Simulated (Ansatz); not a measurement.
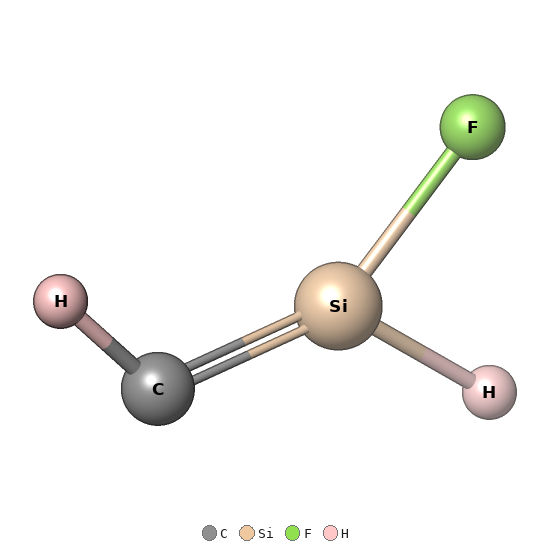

(Drawn from a calculation with Ansatz.)

Orthographic view. Atoms fade into the background with distance from the viewer. The species has charge −1 and is a spin singlet. Geometry: atoms displaced at random (about 0.1 Å) from a stationary point of GFN2-xTB.

> Write the InChI string.

InChI=1S/CH2FSi/c1-3-2/h1,3H/q-1
